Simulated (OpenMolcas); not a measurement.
# One shape, several levels: TaF5 (tantalum pentafluoride)

Aim: a comparison of 6 runs (B2PLYP/def2-SVP, M06-2X/def2-SVP, PBE/def2-SVP, TPSS/def2-SVP, revPBE/def2-SVP, MP2/def2-SVP) of TaF5 (tantalum pentafluoride). 

Program for the calculation: OpenMolcas 26.06.

## (1) The molecule

The species is TaF5 (6 atoms), meant as a singlet with charge 0. SMILES: `F[Ta](F)(F)(F)F`. The shape is that of a PBE0-D4/def2-TZVP optimisation.

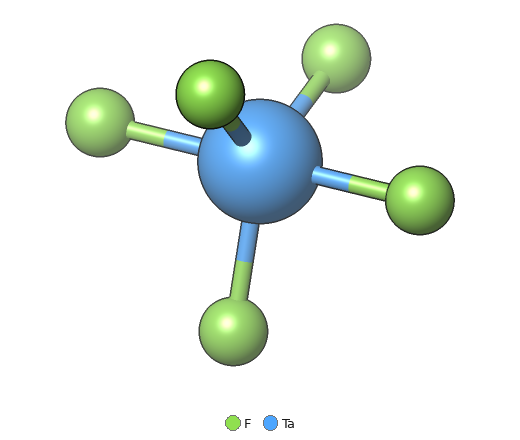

Viewed from a chosen angle; fluorine green, tantalum blue.

## (2) A single-point energy at B2PLYP/def2-SVP (core potential) (run 1)

Input file test.inp:

```
&GATEWAY
BasLib = $CurrDir
Coord
6
bohr
F     -1.94673916    -2.43742545     1.68299009
Ta     0.00015118    -0.00009449     0.00003779
F      2.91439232    -1.62849039     1.01242077
F     -1.52345941    -0.86572133    -3.01634305
F      1.94658798     2.43778450    -1.68264994
F     -1.39089512     2.49394716     2.00358212
Basis = def2-SVP
Group = NoSym
&SEWARD
GridInput
Grid=UltraFine
End of Grid
&SCF
KSDFT = B2PLYP_SCF
Thresholds = 1e-10 1e-07 1e-07 1e-05
PrOrbitals = 0
&MBPT2
Frozen = 5
```

The basis set def2-SVP is read from a file made from the Basis Set Exchange's data (not shown).

The run is started by

```bash
export MOLCAS_MEM=1860
pymolcas test.inp > test.log
```

Log:

```text
--- Start Module: gateway ---
[...]
--- Stop Module: gateway /rc=_RC_ALL_IS_WELL_ ---
[...]
      Basis functions          102
[...]
--- Start Module: scf ---
[...]
       Convergence after  15 Iterations
[...]
::    Total KS-DFT energy                            -555.2773757631
[...]
      Total spin, S                                     0.0000000000
[...]
      Total electronic charge=   58.000000
      Total            charge=   -0.000000
[...]
      Dipole Moment (debye):
      Origin of the operator (angstrom)=    0.0000   -0.0000    0.0000
                   X=  9.2647E-04               Y= -7.0820E-04               Z=  6.2890E-05           Total=  1.1678E-03
      Quadrupole Moment (debye*angstrom):
[...]
--- Stop Module: scf /rc=_RC_ALL_IS_WELL_ ---
[...]
--- Start Module: mbpt2 ---
[...]
 ###    WARNING: MP2 implementation intended for RHF references only         ###
 ###############################################################################
MBPT2 WARNING: Reference function according to RunFile:KS-DFT
I'll assume you know what you're doing and continue
WARNING!
Default frozen orbitals as non valence orbitals is overwritten by user input.
Default values:   5
[...]
       Reference weight ( Cref**2 )         =        0.67652
::    Total MBPT2 energy                             -556.7796301296
[...]
      Total MBPT2 calculations                           0.46      0.55
--- Stop Module: mbpt2 /rc=_RC_ALL_IS_WELL_ ---
[...]
```

Run time: 18 s. Hardware: 1 thread of Intel Xeon 6975P-C (Granite Rapids), shared host; peak memory 0.57 GiB.

## (3) Energy and forces at M06-2X/def2-SVP (core potential) (run 2)

Input file test.inp:

```
&GATEWAY
  BasLib=$CurrDir
  Coord
  6
  angstrom
  F       -1.030170      -1.289830       0.890600
  Ta       0.000080      -0.000050       0.000020
  F        1.542230      -0.861760       0.535750
  F       -0.806180      -0.458120      -1.596180
  F        1.030090       1.290020      -0.890420
  F       -0.736030       1.319740       1.060250
  Basis=def2-SVP
  Group=NoSym

&SEWARD
  GridInput
  Grid=UltraFine
  End of Grid

&SCF
  KSDFT=M062X
  Thresholds=1e-10 1e-07 1e-07 1e-05
  PrOrbitals=1 2

&ALASKA
```

The basis set def2-SVP is read from a file made from the Basis Set Exchange's data (not shown).

The run is started by

```bash
export MOLCAS_MEM=1860
pymolcas test.inp > test.log
```

Log:

```text
--- Start Module: gateway ---
[...]
--- Stop Module: gateway /rc=_RC_ALL_IS_WELL_ ---
[...]
      Basis functions          102
[...]
--- Start Module: scf ---
[...]
       Convergence after  15 Iterations
[...]
::    Total KS-DFT energy                            -555.8898480338
[...]
      Total spin, S                                     0.0000000000
[...]
      Total electronic charge=   58.000000
      Total            charge=   -0.000000
[...]
      Dipole Moment (debye):
      Origin of the operator (angstrom)=    0.0000   -0.0000    0.0000
                   X=  9.5693E-04               Y= -6.4926E-04               Z=  1.8345E-04           Total=  1.1709E-03
      Quadrupole Moment (debye*angstrom):
[...]
--- Stop Module: scf /rc=_RC_ALL_IS_WELL_ ---
[...]
--- Start Module: alaska ---
[...]
 *              Molecular gradients               *
 **************************************************
  Irreducible representation: a
 ------------------------------------------------------------------------------------------
                              X                       Y                       Z
 ------------------------------------------------------------------------------------------
  F1                1.75743326055944E-03    2.20296702253364E-03   -1.50463960644664E-03
  TA2               7.70176254536971E-05    1.24088700133337E-05    1.08423343821653E-04
  F3               -3.78195270623038E-03    2.11460705694755E-03   -1.31183513108191E-03
  F4                1.92005419818209E-03    1.11515034823118E-03    3.83633566643127E-03
  F5               -1.75105990215663E-03   -2.19059968656410E-03    1.52821545979087E-03
  F6                1.77850752402264E-03   -3.25453361106121E-03   -2.65649973230175E-03
 ------------------------------------------------------------------------------------------
[...]
```

Run time: 27 s. Hardware: 1 thread of Intel Xeon 6975P-C (Granite Rapids), shared host; peak memory 0.57 GiB.

Runs 3 to 4 aren't shown in full; the table further down has their settings and results.

## (4) Energy and gradient at revPBE/def2-SVP (core potential) (run 5)

Input file mol.inp:

```
&GATEWAY
 BASLIB=$CurrDir
 BASISSET
 F.def2-SVP....
 F1 -1.030170 -1.289830 0.890600 angstrom
 F3 1.542230 -0.861760 0.535750 angstrom
 F4 -0.806180 -0.458120 -1.596180 angstrom
 F5 1.030090 1.290020 -0.890420 angstrom
 F6 -0.736030 1.319740 1.060250 angstrom
 End of Basis
 BASISSET
 Ta.def2-SVP....
 Ta2 0.000080 -0.000050 0.000020 angstrom
 End of Basis

&SEWARD
 GRIDINPUT
 Grid=UltraFine
 End of Grid

&SCF
 KSDFT=revPBE
 THRESHOLDS=1e-10 1e-07 1e-07 1e-05
 PRORBITALS=1 2

&ALASKA
```

The basis set def2-SVP is read from a file made from the Basis Set Exchange's data (not shown).

The run is started by

```bash
export MOLCAS_MEM=1860
pymolcas mol.inp > mol.log
```

Log:

```text
--- Start Module: gateway ---
[...]
--- Stop Module: gateway /rc=_RC_ALL_IS_WELL_ ---
[...]
      Basis functions          102
[...]
--- Start Module: scf ---
[...]
       Convergence after  17 Iterations
[...]
::    Total KS-DFT energy                            -556.0859387300
[...]
      Total spin, S                                     0.0000000000
[...]
      Total electronic charge=   58.000000
      Total            charge=   -0.000000
[...]
      Dipole Moment (debye):
      Origin of the operator (angstrom)=    0.0000   -0.0000    0.0000
                   X=  7.3514E-04               Y= -5.8407E-04               Z=  2.0509E-05           Total=  9.3914E-04
      Quadrupole Moment (debye*angstrom):
[...]
--- Stop Module: scf /rc=_RC_ALL_IS_WELL_ ---
[...]
--- Start Module: alaska ---
[...]
 *              Molecular gradients               *
 **************************************************
  Irreducible representation: a
 ------------------------------------------------------------------------------------------
                              X                       Y                       Z
 ------------------------------------------------------------------------------------------
  F1                1.11487685406235E-02    1.39670689595022E-02   -9.64227504946713E-03
  F3               -1.78970132855092E-02    1.00000917876795E-02   -6.21761751628647E-03
  F4                9.34965532645649E-03    5.31678895310606E-03    1.85171478720996E-02
  F5               -1.11555323859847E-02   -1.39625863420889E-02    9.63895250811397E-03
  F6                8.53378072850042E-03   -1.53128642894114E-02   -1.23088108705147E-02
  TA2               2.03410758376249E-05   -8.49906869527031E-06    1.26030561041850E-05
 ------------------------------------------------------------------------------------------
[...]
```

It took 25 s on 1 thread of Intel Xeon 6975P-C (Granite Rapids), shared host; peak memory 0.57 GiB.

## (5) A single-point energy at MP2/def2-SVP (core potential) (run 6)

Input file test.inp:

```
* F5Ta MP2

&GATEWAY
 BasLib=$CurrDir
 Coord
 6
 angstrom
 F       -1.030170      -1.289830       0.890600
 Ta       0.000080      -0.000050       0.000020
 F        1.542230      -0.861760       0.535750
 F       -0.806180      -0.458120      -1.596180
 F        1.030090       1.290020      -0.890420
 F       -0.736030       1.319740       1.060250
 Basis=def2-SVP
 Group=NoSym

&SEWARD

&SCF
 Thresholds=1e-10 1e-07 1e-07 1e-05
 PrOrbitals=1 1

&MBPT2
 Frozen=5
```

The basis set def2-SVP is read from a file made from the Basis Set Exchange's data (not shown).

The run is started by

```bash
export MOLCAS_MEM=1860
pymolcas test.inp > test.log
```

Log:

```text
--- Start Module: gateway ---
[...]
--- Stop Module: gateway /rc=_RC_ALL_IS_WELL_ ---
[...]
      Basis functions          102
[...]
--- Start Module: scf ---
[...]
       Convergence after  13 Iterations
[...]
::    Total SCF energy                               -553.4984576873
[...]
      Total spin, S                                     0.0000000000
[...]
      Total electronic charge=   58.000000
      Total            charge=   -0.000000
[...]
      Dipole Moment (debye):
      Origin of the operator (angstrom)=    0.0000   -0.0000    0.0000
                   X=  1.0716E-03               Y= -7.9585E-04               Z=  1.0466E-04           Total=  1.3389E-03
      Quadrupole Moment (debye*angstrom):
[...]
--- Stop Module: scf /rc=_RC_ALL_IS_WELL_ ---
[...]
--- Start Module: mbpt2 ---
[...]
WARNING!
Default frozen orbitals as non valence orbitals is overwritten by user input.
Default values:   5
[...]
       Reference weight ( Cref**2 )         =        0.77301
::    Total MBPT2 energy                             -554.7243416501
[...]
      Total MBPT2 calculations                           0.49      0.57
--- Stop Module: mbpt2 /rc=_RC_ALL_IS_WELL_ ---
[...]
```

Run time: 8.7 s. Hardware: 1 thread of Intel Xeon 6975P-C (Granite Rapids), shared host; peak memory 0.57 GiB.

## (6) Overview of the runs

| run | level | task | frozen core orbitals | energy (Eh) | dipole moment (D) of the reference | HOMO energy (eV) | LUMO energy (eV) | wall time |
| --- | --- | --- | --- | --- | --- | --- | --- | --- |
| 1 | B2PLYP/def2-SVP (core potential) | energy | 5 | -555.682984 | 0.00 | -14.32 | -1.35 | 18 s |
| 2 | M06-2X/def2-SVP (core potential) | gradient | – | -555.889848 | 0.00 | -14.28 | -1.62 | 27 s |
| 3 | PBE/def2-SVP (core potential) | gradient | – | -555.768098 | 0.00 | -10.02 | -3.22 | 25 s |
| 4 | TPSS/def2-SVP (core potential) | gradient | – | -556.238049 | 0.00 | -10.18 | -3.17 | 33 s |
| 5 | revPBE/def2-SVP (core potential) | gradient | – | -556.085939 | 0.00 | -9.94 | -3.14 | 25 s |
| 6 | MP2/def2-SVP (core potential) | energy | 5 | -554.724342 | 0.00 | -17.90 | 1.01 | 8.7 s |

## (7) Results

| quantity | value |
| --- | --- |
| run 6: total energy | -554.72434 Eh |
| run 6: dipole moment (mean-field density) | 0.00 D |
| run 6: HOMO energy (Hartree–Fock orbitals) | -17.90 eV |
| run 6: LUMO energy (Hartree–Fock orbitals) | 1.01 eV |
| run 6: HOMO–LUMO gap (Hartree–Fock orbitals) | 18.91 eV |
| run 6: correlation energy (5 core orbitals frozen) | -1225.9 mEh |

What this shows: Over runs 1, 2, 3, 4, 5 the HOMO–LUMO gap runs from 6.80 eV (PBE/def2-SVP) to 12.97 eV (B2PLYP/def2-SVP). A double hybrid's value is that of its SCF part. For B2PLYP the log adds the whole second-order term; the table takes 0.27 of it, as the functional is defined. Totals of different functionals can't be ranked against each other. All runs together took 2.3 min, the longest 33 s.
